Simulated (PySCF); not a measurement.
```xyz
20

C    -2.2076    0.6474   -0.3103
C    -0.7624    0.9428    0.0871
C     0.0680   -0.3200    0.1880
C    -0.3115   -1.2334    1.3307
C     0.6013   -0.9319   -1.0544
C     1.5775   -0.2552   -0.1068
C     2.1976    0.9877   -0.5319
O     1.8286    1.7818   -1.3366
Cl    3.7263    1.2841    0.3382
H    -2.2364    0.0649   -1.2280
H    -2.7414    1.5795   -0.4766
H    -2.7264    0.0943    0.4683
H    -0.7488    1.4611    1.0490
H    -0.3258    1.6074   -0.6583
H    -1.3259   -1.6006    1.1907
H    -0.2674   -0.6981    2.2771
H     0.3537   -2.0912    1.3851
H     0.6671   -2.0061   -1.1362
H     0.4234   -0.4213   -1.9890
H     2.2048   -0.8825    0.5108
```

Geometry: GFN2-xTB.

Method: PBE0/pcSseg-1, SCF density, gas phase, non-relativistic (PySCF).

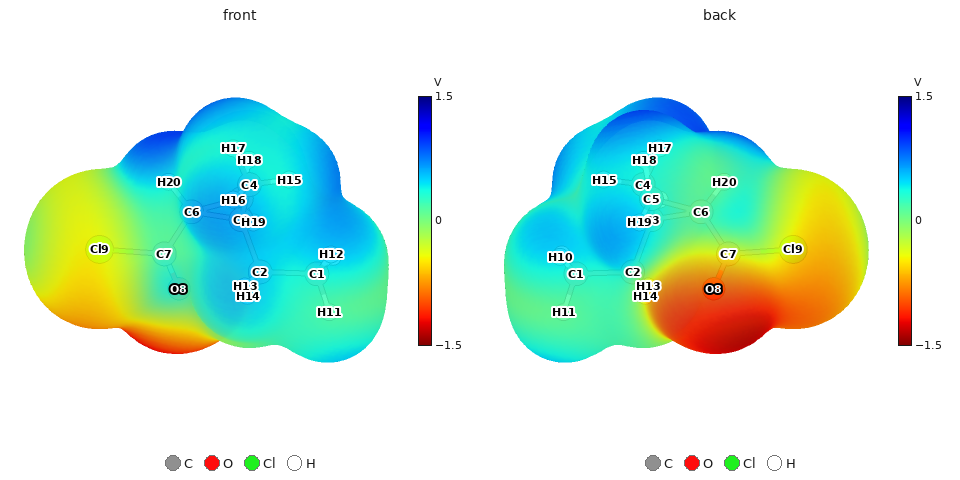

C$_{7}$H$_{11}$ClO. The molecular electrostatic potential painted on the density surface at 0.001 e/bohr³, seen from the front and from behind; the colour scale runs from red (negative) to blue (positive).

Describe the electrostatic potential map.

Answer. The most negative region (about −1.3 V) lies over O8, the most positive (about +0.9 V) over C6, H17, H18 and H20. O8 is the likeliest acceptor of a hydrogen bond.

How polar is the molecule by this calculation?

Answer. Its dipole moment is 3.73 D.
